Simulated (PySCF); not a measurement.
**CH7AlN2 (SMILES [CH3][Al]([NH2])[NH2]) at 5 levels**

We compute a comparison of 5 runs (HF/3-21G, HF/def2-SVP, B3LYP/6-31G*, CAM-B3LYP/def2-SVP, MP2/6-31G) of CH7AlN2. 

Program for the calculation: PySCF 2.14.0.

## (1) The system as given

CH7AlN2 has 11 atoms, charge 0, and is taken as a singlet. SMILES: `[CH3][Al]([NH2])[NH2]`. The shape is that of a PBE0-D4/def2-TZVP optimisation.

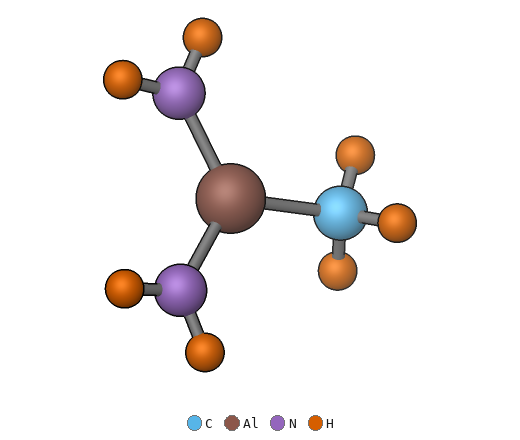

Viewed from a chosen angle; carbon blue, aluminium brown, nitrogen purple, hydrogen orange.

## (2) Energy and forces at HF/3-21G (run 1)

Contents of run.py:

```python
from pyscf import gto, scf

molecule = gto.M(
    atom='''
C     -2.327954     2.244050    -0.363016
Al     0.315395    -0.287994     0.045920
N      1.007035    -1.564882     3.066459
N      2.073596    -1.383091    -2.588169
H     -2.254632     3.148284    -2.219105
H     -2.182067     3.734099     1.062215
H     -4.207475     1.404255    -0.163272
H      2.315859    -2.890525     3.448939
H      0.116218    -1.053144     4.667057
H      1.815649    -0.765906    -4.368480
H      3.452152    -2.692860    -2.549430
''',
    unit='bohr',
    verbose=3,
    max_memory=1860,
    spin=0,
    charge=0,
    basis='3-21g',
)

hf = scf.RHF(molecule)
hf.conv_tol = 1e-10
hf.kernel()
if not hf.converged:
    hf = hf.newton().run(hf.mo_coeff, hf.mo_occ)

etot = hf.e_tot
print('E = %.10f Eh' % etot)
grad = hf.nuc_grad_method().kernel()
hf.analyze()
```

Run with:

```console
$ OMP_NUM_THREADS=1 python run.py
```

What it wrote:

```text
converged SCF energy = -390.700395819559
[... 18 lines left out ...]
MO #9   energy= -1.08042619670603  occ= 2
[... 8 lines left out ...]
MO #18  energy= -0.409618562717898 occ= 2
[... 8 lines left out ...]
MO #27  energy= 0.35076285812684   occ= 0
[... 8 lines left out ...]
MO #36  energy= 0.999066389193643  occ= 0
[... 8 lines left out ...]
MO #45  energy= 1.42005183275424   occ= 0
[... 8 lines left out ...]
MO #54  energy= 2.63185948183592   occ= 0
[... 12 lines left out ...]
Dipole moment(X, Y, Z, Debye):  0.49476, -0.50568,  0.09364
```

Run time: 2.1 s. Hardware: 1 thread of Intel Xeon at 2.70GHz, shared host; peak memory 0.13 GiB.

## (3) Energy and gradient at HF/def2-SVP (run 2)

Contents of run.py:

```python
from pyscf import gto, scf

mol = gto.Mole()
mol.atom = '''
C     -2.327954     2.244050    -0.363016
Al     0.315395    -0.287994     0.045920
N      1.007035    -1.564882     3.066459
N      2.073596    -1.383091    -2.588169
H     -2.254632     3.148284    -2.219105
H     -2.182067     3.734099     1.062215
H     -4.207475     1.404255    -0.163272
H      2.315859    -2.890525     3.448939
H      0.116218    -1.053144     4.667057
H      1.815649    -0.765906    -4.368480
H      3.452152    -2.692860    -2.549430
'''
mol.max_memory = 1860
mol.verbose = 3
mol.spin = 0
mol.unit = 'bohr'
mol.basis = 'def2-svp'
mol.build()

mf = scf.RHF(mol)
mf.conv_tol = 1e-10
mf.kernel()
if not mf.converged:
    mf = mf.newton().run(mf.mo_coeff, mf.mo_occ)

e_final = mf.e_tot
print('Final energy', e_final)
grad = mf.nuc_grad_method().kernel()
dip = mf.dip_moment()
pop, q = mf.mulliken_pop()
```

Run with:

```console
$ OMP_NUM_THREADS=1 python run.py
```

What it wrote:

```text
converged SCF energy = -392.65508419672
Final energy -392.65508419671966
[... 8 lines left out ...]
Dipole moment(X, Y, Z, Debye):  0.49219, -0.49023,  0.08190
[... 107 lines left out ...]
charge of   10H =      0.13242
```

Wall time 8.7 s (1 thread of Intel Xeon at 2.70GHz, shared host); peak memory 0.2 GiB.

Runs 3 to 4 aren't shown in full; the table further down has their settings and results.

## (4) Energy and forces at MP2/6-31G (run 5)

Contents of geometry.xyz:

```xyz
11
CH7AlN2
C     -1.231900     1.187500    -0.192100
Al     0.166900    -0.152400     0.024300
N      0.532900    -0.828100     1.622700
N      1.097300    -0.731900    -1.369600
H     -1.193100     1.666000    -1.174300
H     -1.154700     1.976000     0.562100
H     -2.226500     0.743100    -0.086400
H      1.225500    -1.529600     1.825100
H      0.061500    -0.557300     2.469700
H      0.960800    -0.405300    -2.311700
H      1.826800    -1.425000    -1.349100
```

Contents of run.py:

```python
from pyscf import gto, mp

mol = gto.Mole()
mol.atom = 'geometry.xyz'
mol.verbose = 4
mol.basis = '6-31g'
mol.charge = 0
mol.spin = 0
mol.max_memory = 1860
mol.build()

mf = mol.RHF()
mf.conv_tol = 1e-10
mf.kernel()
if not mf.converged:
    mf = mf.newton().run(mf.mo_coeff, mf.mo_occ)

pt = mp.MP2(mf, frozen=8).run()
e_tot = pt.e_tot
print('Final energy', e_tot)
grad = pt.nuc_grad_method().kernel()
mf.analyze()
```

Run with:

```console
$ OMP_NUM_THREADS=1 python run.py
```

What it wrote:

```text
PySCF version 2.14.0

[... 86 lines left out ...]
Two-electron Coulomb Energy =          343.681383331557470
[... 12 lines left out ...]
MO #10  energy= -1.08278564766545  occ= 2
[... 10 lines left out ...]
MO #21  energy= 0.134937305596168  occ= 0
[... 10 lines left out ...]
MO #32  energy= 0.389401841744049  occ= 0
[... 10 lines left out ...]
MO #43  energy= 1.16079942483602   occ= 0
[... 10 lines left out ...]
MO #54  energy= 1.58323483619543   occ= 0
[... 68 lines left out ...]
Dipole moment(X, Y, Z, Debye):  0.31560, -0.33673,  0.06890
```

It took 8.1 s on 1 thread of Intel Xeon at 2.70GHz, shared host; peak memory 0.2 GiB.

## (5) The series

| run | level | integration grid | frozen core orbitals | energy (Eh) | dipole moment (D) of the reference | HOMO energy (eV) | LUMO energy (eV) | wall time |
| --- | --- | --- | --- | --- | --- | --- | --- | --- |
| 1 | HF/3-21G | – | – | -390.700396 | 0.71 | -9.63 | 4.27 | 2.1 s |
| 2 | HF/def2-SVP | – | – | -392.655084 | 0.70 | -10.06 | 3.40 | 8.7 s |
| 3 | B3LYP/6-31G* (spherical functions) | 5 | – | -394.325814 | 0.71 | -6.03 | 0.66 | 30 s |
| 4 | CAM-B3LYP/def2-SVP | 5 | – | -394.069517 | 0.77 | -7.83 | 1.62 | 51 s |
| 5 | MP2/6-31G | – | 8 | -393.105325 | 0.47 | -10.00 | 3.67 | 8.1 s |

## (6) What came out

| quantity | value |
| --- | --- |
| run 5: total energy | -393.10533 Eh |
| run 5: dipole moment (Hartree–Fock density) | 0.47 D |
| run 5: HOMO energy (Hartree–Fock orbitals) | -10.00 eV |
| run 5: LUMO energy (Hartree–Fock orbitals) | 3.67 eV |
| run 5: HOMO–LUMO gap (Hartree–Fock orbitals) | 13.67 eV |
| run 5: correlation energy (8 core orbitals frozen) | -346.8 mEh |
| run 5: largest force on an atom | 0.665 eV/Å |

Over runs 1, 2, 3, 4 the dipole moment (its size) runs from 0.70 D (HF/def2-SVP) to 0.77 D (CAM-B3LYP/def2-SVP). Over runs 1, 2, 3, 4 the HOMO–LUMO gap runs from 6.69 eV (B3LYP/6-31G*) to 13.90 eV (HF/3-21G). The two ends differ in method and basis. Totals of different functionals can't be ranked against each other. All runs together took 100 s, the longest 51 s.
